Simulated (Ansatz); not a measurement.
# SiHg2 (model cell, started as antifluorite): a soft mode frozen in

Wanted: the energy along a soft mode of SiHg2 (model cell, started as antifluorite) and the structure at the end.

Main program and level: Ansatz 0.2.0; DFT PBEsol, scalar-relativistic, plane waves, PAW.

The structure was built from a prototype and need not be the compound's stable phase.

## Step 1: The structure

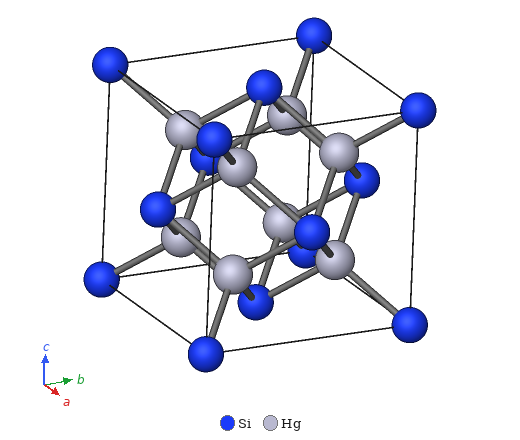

Start, viewed slightly off an axis; silicon blue, mercury light grey. This picture shows the conventional cell, with its axes. Some periodic images of atoms are drawn too.

## Step 2: The dispersion

The cell comes from relaxations at this level that are not shown. Stability and thermal properties need the whole zone. Linear response on a 4×4×4 q mesh gives force constants as far as a supercell of that size would.

The input, input.yaml:

```yaml
crystal:
  lattice:
    - [0.0, 3.2133606144, 3.2133606144]
    - [3.2133606144, 0.0, 3.2133606144]
    - [3.2133606144, 3.2133606144, 0.0]
  atoms:
    - { symbol: Si, position: [0.0, 0.0, 0.0] }
    - { symbol: Hg, position: [0.25, 0.25, 0.25] }
    - { symbol: Hg, position: [0.75, 0.75, 0.75] }
kpoints:
  mp_grid: { grid: [12, 12, 12] }
hamiltonian:
  xc: pbesol
scf:
  occupations: { method: methfessel_paxton, width: 0.15 }
output:
  eigenvalues: true
phonons:
  method: dfpt
  qmesh: [4, 4, 4]
  temperatures: { t_max: 1000, t_step: 50 }
  qpath:
    path:
      - [[0.0, 0.0, 0.0], [0.5, 0.0, 0.5], [0.625, 0.25, 0.625]]
      - [[0.375, 0.375, 0.75], [0.0, 0.0, 0.0], [0.5, 0.5, 0.5], [0.5, 0.25, 0.75], [0.5, 0.0, 0.5]]
    npoints: 10
```

On the command line:

```bash
> ansatz run input.yaml --threads 4 --pin off --max-ram 7168MiB --backend cpu --events-out ev --progress --plain --runs-dir out
```

Numbers of over 12 decimals in the logs are rounded to 6 here.

Log:

```text
Warning: phonons: the dynamical matrix that this run interpolates holds no multipole term above the dipole-dipole one, and a site of this crystal is no centre of inversion, so its interpolated transverse optical and acoustic branches and sound speeds can stay off near Gamma, and the density of states and the thermodynamics with them. What a run solves at a wave vector of phonons.qpoints, Gamma apart, where the deck admits one, is free of this, and under fd what a larger phonons.supercell samples
Engine: ansatz 0.2.0, aarch64-unknown-linux-gnu
Pseudopotentials: kind: paw
Pseudopotential: Si, paw, valence charge 4, recommended cutoff 420 eV (normal), Si.paw.azcp
Pseudopotential: Hg, paw, valence charge 20, recommended cutoff 420 eV (normal), Hg.paw.azcp
Functional definition: PBEsol
  exchange = pbesol_x
  correlation = pbesol_c
Crystal: 3 atoms, lattice volume = 66.360 Å³
Basis set: ecut = 420 eV, 1291 PW (Γ), exchange–correlation on 64×64×64 points (8 copies of the dense FFT grid, shifted against one another)
Bands: 27, of which v1, the nominal top of the filled ones, is band 22 counted from 1 (21 counted from 0)
Symmetry: 48 space group operations
k-points: 72 of 1728
Non-local potential: Si, projectors of the file, l = 0: 2, l = 1: 2, l = 2: 2
Non-local potential: Hg, projectors of the file, l = 0: 3, l = 1: 2, l = 2: 2, l = 3: 1
PAW form: soft (Blöchl's): semilocal exchange-correlation on the pseudo side does not see the compensation charge
PAW frozen core: Si, regenerated for the run's functional, and the local potential with it (the file was generated under x = pbe(κ = 0.804, μ = 0.219515), c = pbe(β = 0.066725))
PAW frozen core: Hg, regenerated for the run's functional, and the local potential with it (the file was generated under x = pbe(κ = 0.804, μ = 0.219515), c = pbe(β = 0.066725))
PAW one-centre angular grid: Si, 110 points (default); XC on 64 Gauss nodes
PAW one-centre angular grid: Hg, 590 points (default); XC on 64 Gauss nodes
Initial density: superposition of atomic densities (neutral atoms: chi_scale 0, normalization atom), corrected by the library's trained network
Initial wavefunctions: pseudopotential atomic-orbital guess
Functional: x = pbesol(κ = 0.804, μ = 0.123457), c = pbesol(β = 0.046)
SCF iter   1: F=—  HF=-27956.717046 eV  |F-HF|=—  |Δ(HF+E_count)|=         —  Δρ=4.48e-3  dr2=1.96e-2  ethr=1.77e-3  ⟨swp⟩=5.1  Hψ=7678  notcnv=0
preconditioner: auto → Kerker (q_TF=auto, 2.548 Å⁻¹)  [metal: Δε(μ)=0.061 eV  Ē_g=10.356 eV  σ=0.150 eV  W_gap=0.33  n_scr=14 (ndim 8)  ℏωp=24.1 eV  f_vac=0.053  D(μ)=0.83/eV (n_scr^D=0)]
SCF iter   2: F=—  HF=-27956.714092 eV  |F-HF|=—  |Δ(HF+E_count)|=   2.95e-3  S|Δr|=    0.00e0  Δρ=2.52e-3  dr2=7.79e-3  ethr=4.47e-5  ⟨swp⟩=2.2  Hψ=3205  notcnv=0
SCF iter   3: F=—  HF=-27956.711645 eV  |F-HF|=—  |Δ(HF+E_count)|=   2.45e-3  S|Δr|=    0.00e0  Δρ=5.09e-4  dr2=4.73e-4  ethr=1.77e-5  ⟨swp⟩=2.0  Hψ=2596  notcnv=0
SCF iter   4: F=—  HF=-27956.711607 eV  |F-HF|=—  |Δ(HF+E_count)|=   3.78e-5  S|Δr|=    0.00e0  Δρ=2.48e-4  dr2=8.78e-5  ethr=1.08e-6  ⟨swp⟩=2.0  Hψ=2165  notcnv=0
SCF iter   5: F=—  HF=-27956.711652 eV  |F-HF|=—  |Δ(HF+E_count)|=   4.53e-5  S|Δr|=    0.00e0  Δρ=8.68e-5  dr2=9.62e-6  ethr=2.00e-7  ⟨swp⟩=2.0  Hψ=2589  notcnv=0
SCF iter   6: F=—  HF=-27956.711679 eV  |F-HF|=—  |Δ(HF+E_count)|=   2.68e-5  S|Δr|=    0.00e0  Δρ=1.79e-5  dr2=1.60e-7  ethr=2.19e-8  ⟨swp⟩=2.0  Hψ=2873  notcnv=0
SCF iter   7: F=—  HF=-27956.711675 eV  |F-HF|=—  |Δ(HF+E_count)|=   3.63e-6  S|Δr|=    0.00e0  Δρ=4.70e-6  dr2=1.02e-8  ethr=3.64e-10  ⟨swp⟩=2.0  Hψ=2924  notcnv=0
SCF iter   8: F=—  HF=-27956.711675 eV  |F-HF|=—  |Δ(HF+E_count)|=   2.81e-8  S|Δr|=    0.00e0  Δρ=7.31e-7  dr2=3.06e-10  ethr=2.32e-11  ⟨swp⟩=2.0  Hψ=2895  notcnv=0
SCF iter   9: F=—  HF=-27956.711675 eV  |F-HF|=—  |Δ(HF+E_count)|=   1.73e-9  S|Δr|=    0.00e0  Δρ=2.29e-7  dr2=2.86e-11  ethr=1.00e-12  ⟨swp⟩=2.0  Hψ=2913  notcnv=0
SCF iter  10: F=-27956.711675 eV  HF=-27956.711675 eV  |F-HF|=3.64e-12  |Δ(HF+E_count)|=  4.00e-11  S|Δr|=    0.00e0  Δρ=4.54e-8  dr2=1.24e-12  ethr=1.00e-12  ⟨swp⟩=7.6  Hψ=8598  notcnv=0
SCF 1 converged in 10 iterations: F = -27956.711675 eV  dr2 = 1.24e-12
  greatest PAW one-centre occupation: 1.000 electrons in one spin orbital (limit 2), on the Hg atom at site 2 (counted from 0), in its partial waves of l = 0
Initial density: read from a saved state, or passed on in memory by an earlier SCF of this step, an earlier step, the calling program or the single point that the run made first
iter 1 solved again at ethr=2.88e-8 eV; its pass at ethr=3.10e-3 eV (dr2=1.27e-5 eV) is discarded
SCF iter   1: F=—  HF=-27956.711674 eV  |F-HF|=—  |Δ(HF+E_count)|=         —  Δρ=3.71e-7  dr2=7.93e-11  ethr=2.88e-8  ⟨swp⟩=3.6  Hψ=12979  notcnv=0
eigensolver tolerance schedule: the retry pair's looser diagonalisation over-reported the residual by 159781.36 of it (diagonalisation noise at an unbounded share of the residual, at the tolerance the schedule requests for it); recorded, not acted on — ethr = c·dr2/N_el stays at c = 1.0e-1
preconditioner: auto → Kerker (q_TF=auto, 2.548 Å⁻¹)  [metal: Δε(μ)=0.040 eV  Ē_g=10.361 eV  σ=0.150 eV  W_gap=0.22  n_scr=14 (ndim 8)  ℏωp=24.1 eV  f_vac=0.047  D(μ)=0.84/eV (n_scr^D=0)]
SCF iter   2: F=—  HF=-27956.711675 eV  |F-HF|=—  |Δ(HF+E_count)|=   1.95e-6  S|Δr|=    0.00e0  Δρ=2.46e-7  dr2=3.21e-11  ethr=1.00e-12  ⟨swp⟩=3.1  Hψ=4528  notcnv=0
SCF iter   3: F=—  HF=-27956.711675 eV  |F-HF|=—  |Δ(HF+E_count)|=  1.46e-11  S|Δr|=    0.00e0  Δρ=1.51e-7  dr2=1.24e-11  ethr=1.00e-12  ⟨swp⟩=1.0  Hψ=1944  notcnv=0
SCF iter   4: F=-27956.711675 eV  HF=-27956.711675 eV  |F-HF|=7.28e-12  |Δ(HF+E_count)|=    0.00e0  S|Δr|=    0.00e0  Δρ=5.94e-8  dr2=1.99e-12  ethr=1.00e-12  ⟨swp⟩=3.0  Hψ=4787  notcnv=0
SCF 2 converged in 4 iterations: F = -27956.711675 eV  dr2 = 1.99e-12
phonons: the bands overlap, so this run is a metal and interpolates without the dipole-dipole term. If the crystal is really an insulator or semiconductor, its LO-TO splitting is missing
NSCF: frozen V_eff on 72 k-points
NSCF: frozen V_eff on 163 k-points
DFPT response loops at q = (0, 0, 0) (fractional): preconditioner auto → Kerker (q_TF=auto, 2.548 Å⁻¹) (partly filled bands, converged f_vac=0.047); β = 1.00, the filter's whole step (`scf.mixing.beta` (0.50) is not read by the response loops under this deck's `scf.mixing.preconditioner`; to damp them name `kerker` or `kerker_dos`, under which they read `scf.mixing.beta`, and type it under 1.00, their step now; both keys bind the ground state too); Broyden in place of MSR1
NSCF: frozen V_eff on 1872 k-points
DFPT response loops at q = (0, 0, 0.25) (fractional): mixed as the last ones told, above
NSCF: frozen V_eff on 952 k-points
DFPT response loops at q = (0, 0, -0.5) (fractional): mixed as the last ones told, above
NSCF: frozen V_eff on 1020 k-points
DFPT response loops at q = (0, 0.25, 0.25) (fractional): mixed as the last ones told, above
NSCF: frozen V_eff on 3456 k-points
DFPT response loops at q = (0, 0.25, -0.5) (fractional): mixed as the last ones told, above
phonons.qmesh, q = [0.0000, 0.2500, -0.5000]: its response loops start from zero, take more passes and end by a threshold: the memory limit or budget leaves too little room for the subspace of the ground state's own states beside the solves, or none could be made (phonons.method)
NSCF: frozen V_eff on 1872 k-points
DFPT response loops at q = (0, 0.25, -0.25) (fractional): mixed as the last ones told, above
NSCF: frozen V_eff on 560 k-points
DFPT response loops at q = (0, -0.5, -0.5) (fractional): mixed as the last ones told, above
NSCF: frozen V_eff on 1020 k-points
DFPT response loops at q = (0.25, -0.5, -0.25) (fractional): mixed as the last ones told, above
SCF converged after 10 iterations
Stability not checked: this state was not tested for a lower state beside it, because cold or Methfessel-Paxton smearing, or corrected tetrahedra, fill the levels in a way that the test cannot read (fill_not_monotonic; see scf.lower_state_search)
Free energy (F): -27956.711675 eV
Harris-Foulkes:  -27956.711675 eV  (|F-HF|=3.64e-12)
Internal energy: -27956.712741 eV  (E = F + TS)
E sigma→0 (E₀):  -27956.711942 eV
Entropy (-TS):   0.001065 eV (0.355 meV/atom)
Fermi energy:    12.714249 eV
--- Per-component energies (eV) ---
  E_band       = -850.539575
  E_kinetic    = 1246.834300
  E_local      = -5851.782814  (includes V_loc(G=0)·N_el)
  E_nonlocal   = 176.093240
  E_hartree    = 2518.582448
  E_xc         = -493.322696
  E_vxc        = -571.193546  (∫ρ·V_xc dr)
  E_paw        = -20098.360375  (= ΣΔE_a)
  E_vpaw       = -887.657541  (= ΣTr[D̂ρ^β])
  E_aug_tail   = 0.001807  (compensation charges beyond the density's cutoff)
  E_ewald      = -5455.447514
  E_core_change = 0.688863  (= ΣΔE_core)
  E_smearing   = 0.001065  (= −TS)
  E_closure    = -0.000000  (closes the sum)
  Σ components = -27956.711675   (vs F -27956.711675, Δ=0.00e0)
--- Band table (eV; the first three rows and the last of 72) ---
  k-point 0: bands = [... 18 lower, 6.5067, 12.4238, 14.0733, 14.0733, 14.0733, 14.1928, 14.5612, 14.5612, ... 1 higher]
  k-point 1: bands = [... 18 lower, 6.4611, 12.0668, 12.9251, 13.7863, 13.7863, 14.3940, 14.9084, 14.9084, ... 1 higher]
  k-point 2: bands = [... 18 lower, 6.3316, 10.8411, 12.3060, 13.4270, 13.4270, 15.0619, 15.4060, 15.4060, ... 1 higher]
  k-point 71: bands = [... 18 lower, 7.2118, 8.1361, 8.1361, 9.4246, 15.2887, 15.2887, 16.7049, 17.1861, ... 1 higher]
--- Phonons (Γ-DFPT): 2 representative perturbations + reference (Σ response iterations 6) ---
  ASR residual: 2.912e-5 → 0.000e0 eV/Å²; symmetrization residual: 7.688e-6 eV/Å²
  ASR residual per site (eV/Å²): 1.58e-5 2.91e-5 2.91e-5
  Γ frequencies (cm⁻¹): 0.00 0.00 0.00 71.52 71.52 71.52 127.02 127.02 127.02
--- Phonons (arbitrary-q DFPT): 8 irreducible q on the 4×4×4 mesh ---
  q = [0.0000, 0.0000, 0.0000] (star 1, of the zone-centre solve; hermiticity 6.76e-6, symmetrization 2.95e-12): 0.00 0.00 0.00 71.52 71.52 71.52 127.02 127.02 127.02
  q = [0.0000, 0.0000, 0.2500] (star 8, 2 solved perturbations on 936 of 1728 k-point pairs; hermiticity 1.44e-6, symmetrization 6.50e-12): 20.26 20.26 51.28 60.90 66.97 66.97 145.93 145.93 179.86
  q = [0.0000, 0.0000, -0.5000] (star 4, 2 solved perturbations on 476 of 1728 k-point pairs; hermiticity 1.75e-5, symmetrization 1.74e-5): 28.09 28.09 35.96 63.97 63.97 70.49 162.57 162.57 214.13
  q = [0.0000, 0.2500, 0.2500] (star 6, 4 solved perturbations in 1608 linear systems a pass and spin channel, the states on 510 of 1728 k-point pairs; hermiticity 2.98e-6, symmetrization 1.27e-12): 18.18 18.18 57.93 58.47 58.47 64.30 160.62 160.62 174.58
  q = [0.0000, 0.2500, -0.5000] (star 24, 4 solved perturbations in 5328 linear systems a pass and spin channel, the states on 1728 of 1728 k-point pairs; hermiticity 1.08e-5, symmetrization 3.22e-12): 24.24 28.05 33.82 52.46 56.06 77.28 175.55 187.75 206.81
  q = [0.0000, 0.2500, -0.2500] (star 12, 4 solved perturbations in 2892 linear systems a pass and spin channel, the states on 936 of 1728 k-point pairs; hermiticity 2.41e-6, symmetrization 4.86e-13): 26.39 34.63 37.98 60.36 61.46 69.22 170.52 191.12 201.90
  q = [0.0000, -0.5000, -0.5000] (star 3, 4 solved perturbations in 886 linear systems a pass and spin channel, the states on 280 of 1728 k-point pairs; hermiticity 2.57e-6, symmetrization 1.61e-8): -14.32 32.40 32.40 37.77 37.77 86.17 182.18 182.18 215.17
  q = [0.2500, -0.5000, -0.2500] (star 6, 4 solved perturbations in 1544 linear systems a pass and spin channel, the states on 510 of 1728 k-point pairs; hermiticity 3.83e-5, symmetrization 1.91e-5): -15.39 40.11 45.41 45.41 47.17 80.58 203.20 205.31 205.31
  sum rule: each row above includes the acoustic sum rule's correction from the zone centre's row sums; it moved no ω² by more than (0.39 cm⁻¹)²
  mesh force constants: q→R imaginary residual 5.64e-18; ASR residual 2.912e-5 → 0.000e0 eV/Å²; symmetrization residual 4.885e-15 eV/Å²
  interpolated dispersion: 62 rows × 9 modes
  density of states and harmonic sums: on the 20×20×20 q-mesh, interpolated from the force constants of a 4×4×4 supercell (no non-analytic term)
  largest difference from the sums on the solved wave vectors: F 2.22e-2 eV, S 2.69e-5 and C_V 4.72e-6 eV/K
  zero-point energy: 0.051096 eV/cell   skipped modes (ω ≤ 0): 41, of them read as no rigid motion or as one in doubt: 38 (1.324e-1 modes/cell left out, lowest -16.05 cm⁻¹)   left out of the sums: 1.48e-2 of the cell's modes: C_V's classical limit lies that fraction below 3 k_B per atom; for a crystal, a wire or a layer, F and S can be off by more, and a phonons.interpolated_qmesh denser along its periods is the remedy for the sampling
```

Run time: 20 min. Hardware: 4 threads of Arm Neoverse V1, shared host; peak memory 4.4 GiB.

This step gave:

- volume per atom: 22.12 Å³
- gap on the k-mesh: 0 eV
- sum-rule residual before enforcement: 2.91e-5 eV/Å²
- lowest frequency on the path: -16.05 cm⁻¹
- point group: m-3m
- highest frequency on the path or at a solved wavevector: 215.2 cm⁻¹
- highest optical mode at the zone centre (no LO-TO term): 127.0 cm⁻¹
- lowest optical zone-centre mode: 71.52 cm⁻¹
- lowest mode on the q mesh (acoustic modes at Γ apart): -15.39 cm⁻¹

Frequencies (cm⁻¹) solved at each irreducible wavevector; negative means imaginary. Frequencies by wavevector, by row:

| q in reciprocal lattice units | star | mode 1 | mode 2 | mode 3 | mode 4 | mode 5 | mode 6 | mode 7 | mode 8 | mode 9 |
| --- | --- | --- | --- | --- | --- | --- | --- | --- | --- | --- |
| 0 0 0 | 1 | 0 | 0 | 0 | 71.5 | 71.5 | 71.5 | 127 | 127 | 127 |
| 0 0 0.25 | 8 | 20.3 | 20.3 | 51.3 | 60.9 | 67 | 67 | 145.9 | 145.9 | 179.9 |
| 0 0 -0.5 | 4 | 28.1 | 28.1 | 36 | 64 | 64 | 70.5 | 162.6 | 162.6 | 214.1 |
| 0 0.25 0.25 | 6 | 18.2 | 18.2 | 57.9 | 58.5 | 58.5 | 64.3 | 160.6 | 160.6 | 174.6 |
| 0 0.25 -0.5 | 24 | 24.2 | 28.1 | 33.8 | 52.5 | 56.1 | 77.3 | 175.6 | 187.8 | 206.8 |
| 0 0.25 -0.25 | 12 | 26.4 | 34.6 | 38 | 60.4 | 61.5 | 69.2 | 170.5 | 191.1 | 201.9 |
| 0 -0.5 -0.5 | 3 | -14.3 | 32.4 | 32.4 | 37.8 | 37.8 | 86.2 | 182.2 | 182.2 | 215.2 |
| 0.25 -0.5 -0.25 | 6 | -15.4 | 40.1 | 45.4 | 45.4 | 47.2 | 80.6 | 203.2 | 205.3 | 205.3 |

Interpolated from a 4×4×4 q mesh. The phonon branches at the labelled points (cm⁻¹):

| point | branch 1 | branch 2 | branch 3 | branch 4 | branch 5 | branch 6 | branch 7 | branch 8 | branch 9 |
| --- | --- | --- | --- | --- | --- | --- | --- | --- | --- |
| Γ | 0 | 0 | 0 | 72 | 72 | 72 | 127 | 127 | 127 |
| X | -14 | 32 | 32 | 38 | 38 | 86 | 182 | 182 | 215 |
| U | -12 | 32 | 36 | 48 | 51 | 82 | 183 | 206 | 208 |
| jump to K | -12 | 32 | 36 | 48 | 51 | 82 | 183 | 206 | 208 |
| Γ | 0 | 0 | 0 | 72 | 72 | 72 | 127 | 127 | 127 |
| L | 28 | 28 | 36 | 64 | 64 | 70 | 163 | 163 | 214 |
| W | -15 | 40 | 45 | 45 | 47 | 81 | 203 | 205 | 205 |
| X | -14 | 32 | 32 | 38 | 38 | 86 | 182 | 182 | 215 |

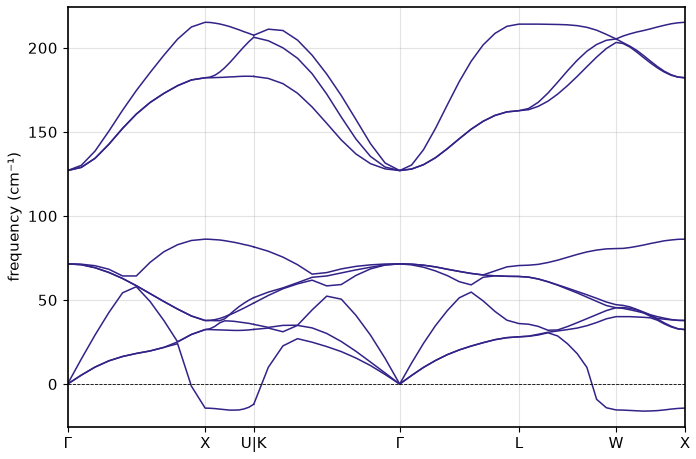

Phonon branches along the path.

Symmetry leaves 8 wavevectors to solve. The lowest mode among them, the acoustic zeros apart, lies at q = (0.25, -0.5, -0.25) and is imaginary, 15.4i cm⁻¹, so the energy falls along it.

## Step 3: The mode frozen in, largest atomic shift 0 Å

The mode followed lies at q = (0.25, -0.5, -0.25) with frequency 15.4i cm⁻¹, the softest among the wavevectors solved. At small amplitude the distorted cell has space group no. 142 by a symmetry search on the positions. The undistorted cell that holds it gives the zero of energy on the same k mesh.

System of this step: SiHg2 (model cell, started as antifluorite). It takes space group Fm-3m (No. 225, cubic). The conventional cell has a = 6.427 Å, b = 6.427 Å, c = 6.427 Å, α = 90.00°, β = 90.00°, γ = 90.00°. Si has 8 Hg at 2.78 Å nearest. Nearest to Hg lie 4 Si at 2.78 Å. Farther neighbours are not listed.

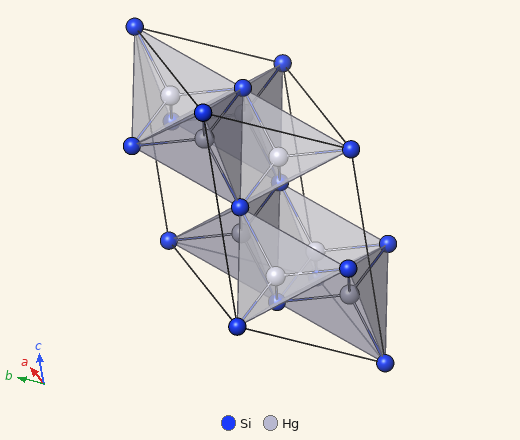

The cell of this step (silicon blue, mercury light grey). Some periodic images of atoms are drawn too.

The input, input.yaml:

```yaml
crystal:
  lattice:
    - [0.0, 0.0, -6.4267212288]
    - [6.4267212288, 0.0, 0.0]
    - [3.2133606144, -6.4267212288, -3.2133606144]
  atoms:
    - { symbol: Si, position: [0.75, 0.25, 0.5] }
    - { symbol: Si, position: [0.25, 0.75, 0.5] }
    - { symbol: Si, position: [0.5, 0.5, 0.0] }
    - { symbol: Si, position: [0.0, 0.0, 0.0] }
    - { symbol: Hg, position: [0.625, 0.625, 0.25] }
    - { symbol: Hg, position: [0.125, 0.125, 0.25] }
    - { symbol: Hg, position: [0.375, 0.875, 0.75] }
    - { symbol: Hg, position: [0.875, 0.375, 0.75] }
    - { symbol: Hg, position: [0.375, 0.375, 0.75] }
    - { symbol: Hg, position: [0.875, 0.875, 0.75] }
    - { symbol: Hg, position: [0.125, 0.625, 0.25] }
    - { symbol: Hg, position: [0.625, 0.125, 0.25] }
kpoints:
  mp_grid: { grid: [6, 6, 6] }
hamiltonian:
  xc: pbesol
scf:
  occupations: { method: methfessel_paxton, width: 0.15 }
output:
  forces: true
  stress: true
  eigenvalues: true
```

Log:

```text
[...]
Crystal: 12 atoms, lattice volume = 265.441 Å³
Basis set: ecut = 420 eV, 5221 PW (Γ), exchange–correlation on 90×90×108 points (8 copies of the dense FFT grid, shifted against one another)
Bands: 106, of which v1, the nominal top of the filled ones, is band 88 counted from 1 (87 counted from 0)
Symmetry: 64 space group operations
[...]
k-points: 30 of 216
[...]
k-point 0: bands = [... 84 lower, 10.2380, 10.8286, 12.4190, 14.0682, 14.0682, 14.0682, 14.1960, 14.3952, ... 14 higher]
  k-point 1: bands = [... 84 lower, 10.4145, 10.8907, 12.0658, 13.0378, 13.3370, 13.3370, 13.6060, 13.6060, ... 14 higher]
  k-point 2: bands = [... 84 lower, 10.8994, 11.0895, 11.3180, 12.0086, 12.0086, 12.0892, 12.4372, 12.4372, ... 14 higher]
  k-point 29: bands = [... 84 lower, 12.5266, 12.5266, 12.7026, 12.7026, 13.1094, 13.1094, 13.3806, 13.3806, ... 14 higher]
[key lines of the parts left out:]
SCF converged after 7 iterations
Free energy (F): -111826.854371 eV
Fermi energy:    12.651957 eV
P = ⅓ Tr σ = 0.0453 GPa (0.453 kbar)
```

It took 15 s on 4 threads; peak memory 1.2 GiB; 61 s of CPU time.

This step gave:

```yaml
pressure: 0.04533 GPa
energy_from_the_undistorted_cell: 0 meV/atom
```

The run ends at a pressure of 0.05 GPa.

[end of part 1 of 2]

[Logs are printed without paths, hosts, clocks, repeated set-up lines and the standing remarks that a program may print on its own settings, such as how far it seeks lower states.]

[Hosts, paths, dates, database ids (printed as entryN), source tags and the programs' standing remarks are cut or masked in the printed files.]
